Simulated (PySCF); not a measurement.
# C8H7O3−: excited states, first hyperpolarisability

Aim: compute the excited states, first hyperpolarisability of C8H7O3− (`O=C\C=C/C=C/C=C(/[O-])C=O`).

Computed with PySCF 2.14.0 and routines of our own; the level stands in each step. Atoms count from 0.

### Step 1. The starting structure

18 atoms, charge -1, multiplicity 1; geometry from: GFN2-xTB.

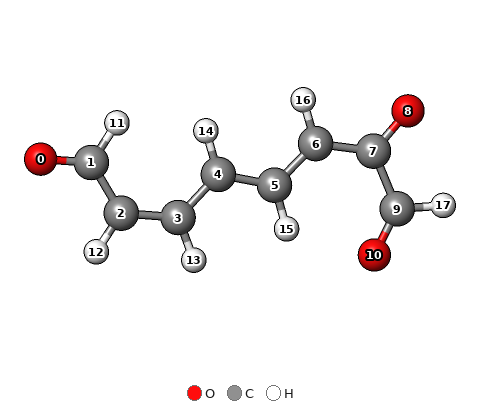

The starting geometry (oxygen red, carbon grey, hydrogen white).

### Step 2. Relaxing the molecule at PBE0-D3(BJ)/def2-SVP

The job: settings as JSON, then the geometry in Å.

```
{"job": {"xc": "PBE0", "basis": "def2-SVP", "d3": "d3bj", "grid": 2, "kind": "geom"}, "charge": -1, "multiplicity": 1}
O      4.969278     0.180392     0.694902
C      3.744736     0.134949     0.579142
C      3.027857     0.149623    -0.640313
C      1.657782     0.098508    -0.784309
C      0.680219     0.021588     0.205019
C     -0.673654    -0.023732    -0.089038
C     -1.669893    -0.099415     0.865018
C     -3.066116    -0.150321     0.644985
O     -3.903890    -0.218097     1.572909
C     -3.634256    -0.126077    -0.736771
O     -3.077524    -0.062350    -1.811258
H      3.124060     0.076788     1.496810
H      3.633864     0.207032    -1.536770
H      1.282272     0.120970    -1.804136
H      0.976961    -0.004840     1.244965
H     -0.960583     0.002178    -1.131132
H     -1.374112    -0.123901     1.909253
H     -4.745760    -0.176979    -0.690932
```

Command:

```sh
> OMP_NUM_THREADS=1 python excited_run.py task.json out
```

One launch serves the whole session: the jobs run in the order shown.

Log:

```text
step   0  E = -533.75778628  max force = 0.023859
step   1  E = -533.75995778  max force = 0.005532
step   2  E = -533.76005745  max force = 0.005152
step   3  E = -533.76035879  max force = 0.003897
step   4  E = -533.76003584  max force = 0.006383
step   5  E = -533.76036731  max force = 0.002844
step   6  E = -533.76045416  max force = 0.000904
step   7  E = -533.76045906  max force = 0.001152
step   8  E = -533.76048094  max force = 0.000516
step   9  E = -533.76048291  max force = 0.000773
step  10  E = -533.76049297  max force = 0.000288
optimisation converged
```

It took 2.9 min on 1 thread of Arm Neoverse V2, shared host; peak memory 0.87 GiB.

Step by step: (the energy doesn't fall at every step)

| step | energy from step 0 (eV) | largest force component (eV/Å) |
| --- | --- | --- |
| 0 | 0.0000 | 1.2269 |
| 1 | -0.0591 | 0.2845 |
| 2 | -0.0618 | 0.2649 |
| 3 | -0.0700 | 0.2004 |
| 4 | -0.0612 | 0.3282 |
| 5 | -0.0702 | 0.1462 |
| 6 | -0.0726 | 0.0465 |
| 7 | -0.0727 | 0.0592 |
| 8 | -0.0733 | 0.0265 |
| 9 | -0.0734 | 0.0397 |
| 10 | -0.0737 | 0.0148 |

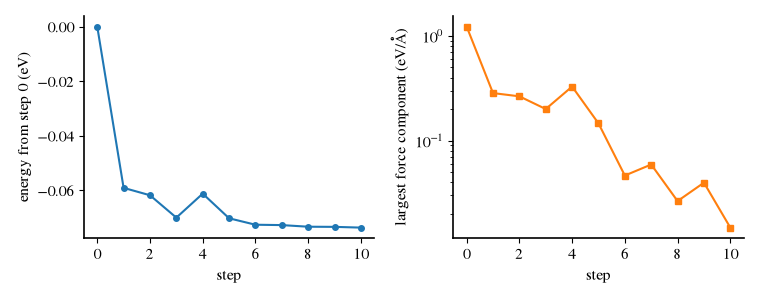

Energy and largest force along the relaxation.

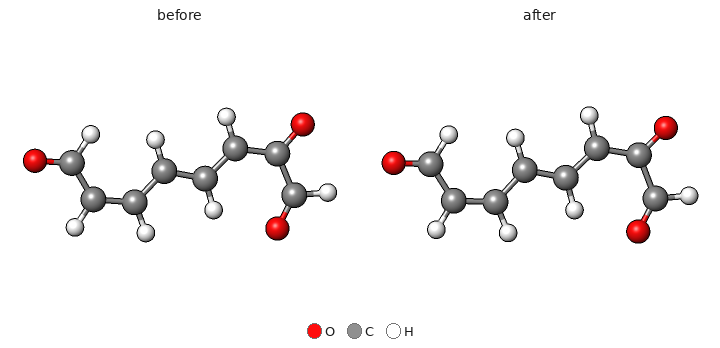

The geometry before (left) and after (right).

Close pairs (by a distance rule), those that changed most:

| bond | before (Å) | after (Å) | change (Å) |
| --- | --- | --- | --- |
| C7–C9 | 1.494 | 1.526 | +0.032 |
| C1–C2 | 1.415 | 1.432 | +0.018 |
| C1–H11 | 1.109 | 1.124 | +0.015 |
| C5–H15 | 1.081 | 1.095 | +0.014 |
| C3–C4 | 1.393 | 1.407 | +0.014 |
| C4–H14 | 1.082 | 1.095 | +0.014 |
| C3–H13 | 1.087 | 1.099 | +0.012 |
| C9–H17 | 1.114 | 1.126 | +0.012 |

The end geometry stands in the next job.

| at the end point | value |
| --- | --- |
| rotational constants (GHz, main isotopes) | 3.373, 0.337, 0.306 |

### Step 3. Excited states: TDA CAM-B3LYP/aug-cc-pVDZ

The job: settings as JSON, then the geometry in Å.

```
{"job": {"kind": "states", "xc": "CAM-B3LYP", "basis": "aug-cc-pVDZ", "tda": true, "soc": true, "nstates": 6, "ntriplets": 5, "nquad": 4}, "charge": -1, "multiplicity": 1}
O      4.910753     0.135925     0.681760
C      3.688489     0.087554     0.594795
C      2.925305     0.172645    -0.614066
C      1.543118     0.118235    -0.704513
C      0.564228    -0.027137     0.295361
C     -0.796146    -0.058218    -0.003670
C     -1.833471    -0.197649     0.916301
C     -3.227477    -0.233333     0.641175
O     -4.124332    -0.352963     1.491853
C     -3.765814    -0.127642    -0.782545
O     -3.183913     0.023558    -1.828960
H      3.076529    -0.034259     1.529912
H      3.512121     0.291520    -1.530770
H      1.132988     0.201553    -1.721125
H      0.866808    -0.119471     1.344043
H     -1.075711     0.036696    -1.058555
H     -1.587048    -0.293911     1.980597
H     -4.887874    -0.211126    -0.742277
```

With the program's defaults for keys left out, this is: TDA CAM-B3LYP/aug-cc-pVDZ excited states, vertical, gas phase, spin-orbit mean-field couplings.

Log:

```text
coarse grid: 16288 points
cycle   1  E = -534.1667852450  dE =  2.059e+00  |g| = 1.334e+00  |ddm| = 3.055e+01
cycle   2  E = -533.3534774302  dE =  8.133e-01  |g| = 2.471e+00  |ddm| = 1.246e+01
cycle   3  E = -534.5350218983  dE = -1.182e+00  |g| = 1.677e-01  |ddm| = 7.998e+00
cycle   4  E = -534.5384821096  dE = -3.460e-03  |g| = 1.449e-01  |ddm| = 1.761e+00
cycle   5  E = -534.5429781427  dE = -4.496e-03  |g| = 3.830e-02  |ddm| = 5.222e-01
cycle   6  E = -534.5433171240  dE = -3.390e-04  |g| = 9.734e-03  |ddm| = 2.569e-01
cycle   7  E = -534.5433542349  dE = -3.711e-05  |g| = 5.431e-03  |ddm| = 8.259e-02
cycle   8  E = -534.5433643543  dE = -1.012e-05  |g| = 1.963e-03  |ddm| = 3.944e-02
cycle   9  E = -534.5433659970  dE = -1.643e-06  |g| = 9.334e-04  |ddm| = 2.082e-02
final grid: 160896 points
cycle  10  E = -534.5695564131  dE = -2.335e-05  |g| = 3.481e-03  |ddm| = 5.061e-01
cycle  11  E = -534.5695561245  dE =  2.886e-07  |g| = 3.975e-03  |ddm| = 7.336e-02
cycle  12  E = -534.5695595097  dE = -3.385e-06  |g| = 1.043e-03  |ddm| = 2.700e-02
cycle  13  E = -534.5695597260  dE = -2.163e-07  |g| = 1.126e-04  |ddm| = 4.878e-03
cycle  14  E = -534.5695597305  dE = -4.514e-09  |g| = 8.858e-05  |ddm| = 1.968e-03
cycle  15  E = -534.5695597323  dE = -1.781e-09  |g| = 2.162e-05  |ddm| = 4.797e-04
cycle  16  E = -534.5695597325  dE = -1.969e-10  |g| = 1.168e-05  |ddm| = 1.976e-04
converged SCF energy = -534.5695597325

Singlet excitations
state   eV       nm        f     d(h-e)  d(exc)  Lambda  PR(NTO)  |dmu|/D   mu/D   main configurations
  1   3.0656   404.4   0.85523   2.019   4.393   0.603   1.085    4.200    1.305   H->L 0.85
  2   3.0681   404.1   0.05144   0.663   3.052   0.475   1.048    1.630    3.596   H-1->L 0.77, H-1->L+4 0.11
  3   3.7199   333.3   0.00243   0.530   5.496   0.137   1.025    2.395    4.891   H->L+3 0.41, H->L+1 0.39, H->L+2 0.09
  4   3.7881   327.3   0.00072   1.172   5.628   0.137   1.021    5.192    7.220   H->L+2 0.45, H->L+3 0.38, H->L+1 0.10
  5   3.9544   313.5   0.61396   0.649   4.355   0.584   1.106                     H->L+4 0.91
  6   3.9915   310.6   0.00043   2.005   3.724   0.314   1.013                     H-2->L 0.47, H-2->L+4 0.39

Triplet excitations (Tamm-Dancoff)
state   eV     d(h-e)  d(exc)  Lambda  PR(NTO)   main configurations
  1   1.4465   0.925   4.176   0.617   1.055   H->L 0.92
  2   2.5761   0.638   2.831   0.462   1.057   H-1->L 0.77, H-1->L+4 0.13
  3   2.6810   0.626   3.764   0.592   1.328   H->L+4 0.80, H-3->L 0.12
  4   3.5587   1.784   3.483   0.313   1.009   H-2->L 0.42, H-2->L+4 0.41
  5   3.7162   0.505   5.425   0.139   1.027   H->L+3 0.47, H->L+1 0.35
S1 - T1 = 1.6191 eV

Spin-orbit couplings |<S|Hso|T>| (cm-1)
             T1       T2       T3       T4       T5
S0        0.274   12.757    0.409   44.306    1.077
S1        2.719    9.490    2.194    8.706    0.728
S2       11.191    2.715    7.381    2.131    0.168
S3        0.530    0.035    0.479    0.119    0.239
S4        0.455    0.077    1.525    0.135    1.748
S5        0.227    1.497    0.094   12.050    1.218
S6       10.993    0.641   12.844    0.165    0.224
T1 sublevels (cm-1): 0.000 0.000 0.004   radiative rates (1/s): 0.00036 0.0147 0.018
```

Wall time 1.8 min (1 thread of Arm Neoverse V2, shared host); peak memory 1.4 GiB.

Key values:

| quantity | value |
| --- | --- |
| S1 less T1 | 1.62 eV |

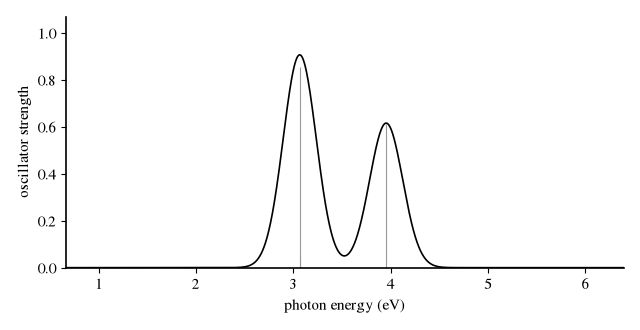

Absorption lines of the singlets. Lines are broadened to a width of 0.40 eV (Gaussian).

### Step 4. Excited states: TDDFT CAM-B3LYP/aug-cc-pVDZ

The job, as its differences from that of step 3:

```diff
@@ -1,2 +1,2 @@
-{"job": {"kind": "states", "xc": "CAM-B3LYP", "basis": "aug-cc-pVDZ", "tda": true, "soc": true, "nstates": 6, "ntriplets": 5, "nquad": 4}, "charge": -1, "multiplicity": 1}
+{"job": {"kind": "states", "xc": "CAM-B3LYP", "basis": "aug-cc-pVDZ", "tpa": true, "nstates": 8, "nquad": 6, "ntriplets": 0}, "charge": -1, "multiplicity": 1}
 O      4.910753     0.135925     0.681760
```

Level: TDDFT CAM-B3LYP/aug-cc-pVDZ excited states, vertical, gas phase, two-photon moments by quadratic response.

Log:

```text
coarse grid: 16288 points
cycle   1  E = -534.1667852450  dE =  2.059e+00  |g| = 1.334e+00  |ddm| = 3.055e+01
cycle   2  E = -533.3534774302  dE =  8.133e-01  |g| = 2.471e+00  |ddm| = 1.246e+01
cycle   3  E = -534.5350218983  dE = -1.182e+00  |g| = 1.677e-01  |ddm| = 7.998e+00
cycle   4  E = -534.5384821096  dE = -3.460e-03  |g| = 1.449e-01  |ddm| = 1.761e+00
cycle   5  E = -534.5429781427  dE = -4.496e-03  |g| = 3.830e-02  |ddm| = 5.222e-01
cycle   6  E = -534.5433171240  dE = -3.390e-04  |g| = 9.734e-03  |ddm| = 2.569e-01
cycle   7  E = -534.5433542349  dE = -3.711e-05  |g| = 5.431e-03  |ddm| = 8.259e-02
cycle   8  E = -534.5433643543  dE = -1.012e-05  |g| = 1.963e-03  |ddm| = 3.944e-02
cycle   9  E = -534.5433659970  dE = -1.643e-06  |g| = 9.334e-04  |ddm| = 2.082e-02
final grid: 160896 points
cycle  10  E = -534.5695564131  dE = -2.335e-05  |g| = 3.481e-03  |ddm| = 5.061e-01
cycle  11  E = -534.5695561245  dE =  2.886e-07  |g| = 3.975e-03  |ddm| = 7.336e-02
cycle  12  E = -534.5695595097  dE = -3.385e-06  |g| = 1.043e-03  |ddm| = 2.700e-02
cycle  13  E = -534.5695597260  dE = -2.163e-07  |g| = 1.126e-04  |ddm| = 4.878e-03
cycle  14  E = -534.5695597305  dE = -4.514e-09  |g| = 8.858e-05  |ddm| = 1.968e-03
cycle  15  E = -534.5695597323  dE = -1.781e-09  |g| = 2.162e-05  |ddm| = 4.797e-04
cycle  16  E = -534.5695597325  dE = -1.969e-10  |g| = 1.168e-05  |ddm| = 1.976e-04
converged SCF energy = -534.5695597325

Singlet excitations
state   eV       nm        f     d(h-e)  d(exc)  Lambda  PR(NTO)  |dmu|/D   mu/D   delta(TPA)   sigma/GM   main configurations
  1   2.8266   438.6   0.68336   1.939   4.363   0.607   1.130    4.366    1.534     2664.27      7.799   H->L 0.95
  2   3.0375   408.2   0.00032   0.771   2.956   0.468   1.041    1.828    3.914        0.94      0.003   H-1->L 0.82, H-1->L+4 0.12
  3   3.7184   333.4   0.00314   0.519   5.492   0.138   1.025    2.355    4.893       65.86      0.334   H->L+3 0.41, H->L+1 0.39, H->L+2 0.09
  4   3.7601   329.7   0.37229   0.488   4.330   0.578   1.135    1.173    2.058    12467.48     64.578   H->L+4 0.95
  5   3.7870   327.4   0.00194   1.172   5.625   0.139   1.021    5.180    7.202      138.57      0.728   H->L+2 0.45, H->L+3 0.37, H->L+1 0.10
  6   3.9689   312.4   0.00030   2.015   3.735   0.314   1.014    5.842    3.613        0.38      0.002   H-2->L 0.47, H-2->L+4 0.39
  7   4.1164   301.2   0.00008   3.348   7.064   0.131   1.030                                            H->L+2 0.38, H->L+1 0.36, H->L+3 0.13
  8   4.3369   285.9   0.00039   0.817   3.009   0.443   1.267                                            H-4->L 0.71, H-4->L+4 0.12
```

Run time: 2.2 min. Hardware: 1 thread of Arm Neoverse V2, shared host; peak memory 1.5 GiB.

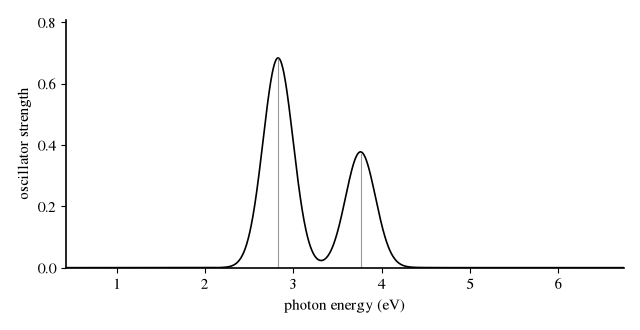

Absorption lines of the singlets. Lines are broadened to a width of 0.40 eV (Gaussian).

### Step 5. First hyperpolarisability: quadratic response CAM-B3LYP/aug-cc-pVDZ

The job, as its differences from that of step 4:

```diff
@@ -1,2 +1,2 @@
-{"job": {"kind": "states", "xc": "CAM-B3LYP", "basis": "aug-cc-pVDZ", "tpa": true, "nstates": 8, "nquad": 6, "ntriplets": 0}, "charge": -1, "multiplicity": 1}
+{"job": {"kind": "beta", "xc": "CAM-B3LYP", "basis": "aug-cc-pVDZ"}, "charge": -1, "multiplicity": 1}
 O      4.910753     0.135925     0.681760
```

Method: quadratic response CAM-B3LYP/aug-cc-pVDZ first hyperpolarisability, Taylor convention, gas phase.

Log:

```text
coarse grid: 16288 points
cycle   1  E = -534.1667852450  dE =  2.059e+00  |g| = 1.334e+00  |ddm| = 3.055e+01
cycle   2  E = -533.3534774302  dE =  8.133e-01  |g| = 2.471e+00  |ddm| = 1.246e+01
cycle   3  E = -534.5350218983  dE = -1.182e+00  |g| = 1.677e-01  |ddm| = 7.998e+00
cycle   4  E = -534.5384821096  dE = -3.460e-03  |g| = 1.449e-01  |ddm| = 1.761e+00
cycle   5  E = -534.5429781427  dE = -4.496e-03  |g| = 3.830e-02  |ddm| = 5.222e-01
cycle   6  E = -534.5433171240  dE = -3.390e-04  |g| = 9.734e-03  |ddm| = 2.569e-01
cycle   7  E = -534.5433542349  dE = -3.711e-05  |g| = 5.431e-03  |ddm| = 8.259e-02
cycle   8  E = -534.5433643543  dE = -1.012e-05  |g| = 1.963e-03  |ddm| = 3.944e-02
cycle   9  E = -534.5433659970  dE = -1.643e-06  |g| = 9.334e-04  |ddm| = 2.082e-02
final grid: 160896 points
cycle  10  E = -534.5695564131  dE = -2.335e-05  |g| = 3.481e-03  |ddm| = 5.061e-01
cycle  11  E = -534.5695561245  dE =  2.886e-07  |g| = 3.975e-03  |ddm| = 7.336e-02
cycle  12  E = -534.5695595097  dE = -3.385e-06  |g| = 1.043e-03  |ddm| = 2.700e-02
cycle  13  E = -534.5695597260  dE = -2.163e-07  |g| = 1.126e-04  |ddm| = 4.878e-03
cycle  14  E = -534.5695597305  dE = -4.514e-09  |g| = 8.858e-05  |ddm| = 1.968e-03
cycle  15  E = -534.5695597323  dE = -1.781e-09  |g| = 2.162e-05  |ddm| = 4.797e-04
cycle  16  E = -534.5695597325  dE = -1.969e-10  |g| = 1.168e-05  |ddm| = 1.976e-04
converged SCF energy = -534.5695597325

Lowest singlets (eV, f): 2.8266 0.6834  3.0375 0.0003  3.7184 0.0031

First hyperpolarisability (au)
process     nm      |vector|   parallel      HRS      DR
static         -     1996.39   -1192.34     998.68   3.164
shg       1907.0     2937.38   -1737.23    1413.25   3.505
eope      1907.0     2246.32   -1338.24          -       -
shg       1064.0    12037.41   -6780.02    5367.94   3.986
eope      1064.0     3027.64   -1788.91          -       -
```

Wall time 1.7 min (1 thread of Arm Neoverse V2, shared host); peak memory 1.4 GiB.

### Step 6. Excited states: TDA CAM-B3LYP/aug-cc-pVDZ in toluene

The job, as its differences from that of step 5:

```diff
@@ -1,2 +1,2 @@
-{"job": {"kind": "beta", "xc": "CAM-B3LYP", "basis": "aug-cc-pVDZ"}, "charge": -1, "multiplicity": 1}
+{"job": {"kind": "states", "xc": "CAM-B3LYP", "basis": "aug-cc-pVDZ", "tda": true, "soc": true, "nstates": 6, "ntriplets": 5, "nquad": 4, "solvent": "toluene"}, "charge": -1, "multiplicity": 1}
 O      4.910753     0.135925     0.681760
```

Level: TDA CAM-B3LYP/aug-cc-pVDZ excited states, vertical, IEF-PCM toluene (non-equilibrium response), spin-orbit mean-field couplings.

Log:

```text
coarse grid: 16288 points
cycle   1  E = -534.2241305547  dE =  2.002e+00  |g| = 1.316e+00  |ddm| = 3.058e+01
cycle   2  E = -533.5483777836  dE =  6.758e-01  |g| = 2.329e+00  |ddm| = 1.189e+01
cycle   3  E = -534.5795952477  dE = -1.031e+00  |g| = 1.311e-01  |ddm| = 7.340e+00
cycle   4  E = -534.5823523583  dE = -2.757e-03  |g| = 1.074e-01  |ddm| = 1.592e+00
cycle   5  E = -534.5848093958  dE = -2.457e-03  |g| = 3.196e-02  |ddm| = 4.884e-01
cycle   6  E = -534.5850474577  dE = -2.381e-04  |g| = 9.247e-03  |ddm| = 2.003e-01
cycle   7  E = -534.5850837660  dE = -3.631e-05  |g| = 4.324e-03  |ddm| = 7.408e-02
cycle   8  E = -534.5850918236  dE = -8.058e-06  |g| = 1.426e-03  |ddm| = 3.974e-02
final grid: 160896 points
cycle   9  E = -534.6112497189  dE = -2.478e-05  |g| = 3.434e-03  |ddm| = 5.054e-01
cycle  10  E = -534.6112502175  dE = -4.987e-07  |g| = 3.669e-03  |ddm| = 7.445e-02
cycle  11  E = -534.6112531467  dE = -2.929e-06  |g| = 1.041e-03  |ddm| = 2.757e-02
cycle  12  E = -534.6112533682  dE = -2.216e-07  |g| = 1.851e-04  |ddm| = 4.275e-03
cycle  13  E = -534.6112533892  dE = -2.100e-08  |g| = 9.159e-05  |ddm| = 2.838e-03
cycle  14  E = -534.6112533923  dE = -3.134e-09  |g| = 3.641e-05  |ddm| = 7.163e-04
cycle  15  E = -534.6112533934  dE = -1.058e-09  |g| = 2.378e-05  |ddm| = 4.857e-04
cycle  16  E = -534.6112533936  dE = -1.826e-10  |g| = 5.255e-06  |ddm| = 1.304e-04
converged SCF energy = -534.6112533936

Singlet excitations
state   eV       nm        f     d(h-e)  d(exc)  Lambda  PR(NTO)  |dmu|/D   mu/D   main configurations
  1   2.8352   437.3   1.22988   1.434   4.338   0.626   1.087    3.654    0.925   H->L 0.94
  2   3.1122   398.4   0.00020   0.706   2.940   0.462   1.041    2.341    4.678   H-1->L 0.80, H-1->L+1 0.14
  3   3.8623   321.0   0.37214   0.607   4.351   0.596   1.086    2.370    0.892   H->L+1 0.95
  4   4.0412   306.8   0.00047   1.991   3.723   0.312   1.016    7.316    5.072   H-2->L 0.50, H-2->L+1 0.37
  5   4.1558   298.3   0.00220   0.515   5.173   0.179   1.035                     H->L+2 0.68, H->L+4 0.15
  6   4.3103   287.6   0.00106   1.416   5.408   0.169   1.023                     H->L+3 0.72, H->L+2 0.12

Triplet excitations (Tamm-Dancoff)
state   eV     d(h-e)  d(exc)  Lambda  PR(NTO)   main configurations
  1   1.4605   0.874   4.160   0.630   1.055   H->L 0.93
  2   2.6252   0.581   2.817   0.457   1.055   H-1->L 0.76, H-1->L+1 0.15
  3   2.7303   0.603   3.722   0.603   1.353   H->L+1 0.80, H-3->L 0.14
  4   3.6240   1.794   3.496   0.312   1.008   H-2->L 0.45, H-2->L+1 0.39
  5   3.9200   0.411   3.737   0.585   1.874   H->L+7 0.46, H-3->L 0.17, H-3->L+1 0.17
S1 - T1 = 1.3748 eV

Spin-orbit couplings |<S|Hso|T>| (cm-1)
             T1       T2       T3       T4       T5
S0        0.264   15.492    0.513   43.464    7.863
S1        0.036    8.706    0.376   10.772    2.149
S2       10.264    0.485    6.970    0.086    3.210
S3        0.100    3.022    0.155   10.556    0.593
S4       10.917    0.665   12.585    0.089   12.484
S5        0.952    0.084    1.592    0.102    1.783
S6        1.077    0.069    1.196    0.036    0.509
T1 sublevels (cm-1): 0.000 0.000 0.003   radiative rates (1/s): 0.00151 0.533 0.484
```

Run time: 1.8 min. Hardware: 1 thread of Arm Neoverse V2, shared host; peak memory 1.5 GiB.

Key values:

| quantity | value |
| --- | --- |
| S1 less T1 | 1.37 eV |

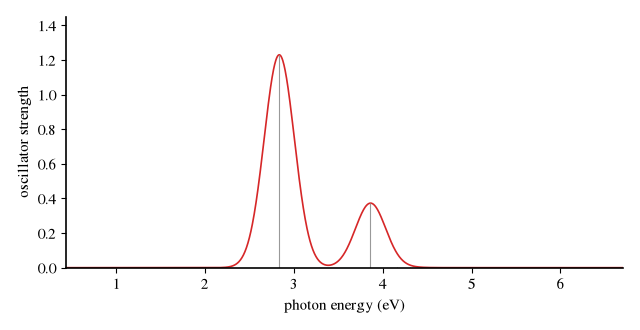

Absorption lines of the singlets. Lines are broadened to a width of 0.40 eV (Gaussian).

### Step 7. Outcome

| quantity | value |
| --- | --- |
| rotational constants (main isotopes) | 3.37, 0.34, 0.31 GHz |
| S1 less T1 (step 3, TDA CAM-B3LYP/aug-cc-pVDZ) | 1.62 eV |
| β vector (step 5, quadratic response CAM-B3LYP/aug-cc-pVDZ) | static 1996, SHG 1907.0 nm 2937, SHG 1064.0 nm 12037 au |
| S1 less T1 (step 6, TDA CAM-B3LYP/aug-cc-pVDZ in toluene) | 1.37 eV |

The optimisation took 10 steps and gained 0.074 eV; among the close pairs (by a distance rule), C7–C9 changed most, from 1.494 to 1.526 Å. In step 3 some excited states are degenerate or nearly so. For an anion in the gas phase, states above the energy of detachment are held by the basis alone, so excitations and responses hang on it. In step 3, the number of triplets below S1 is 3, and the largest singlet-triplet spin-orbit coupling is S0–T4, 44.31 cm⁻¹. β grows from 1996 au (static) to 12037 au for doubling at 1064.0 nm: normal dispersion, which grows as twice the photon energy moves toward the bright states. In step 6, the number of triplets below S1 is 3, and the largest singlet-triplet spin-orbit coupling is S0–T4, 43.46 cm⁻¹.
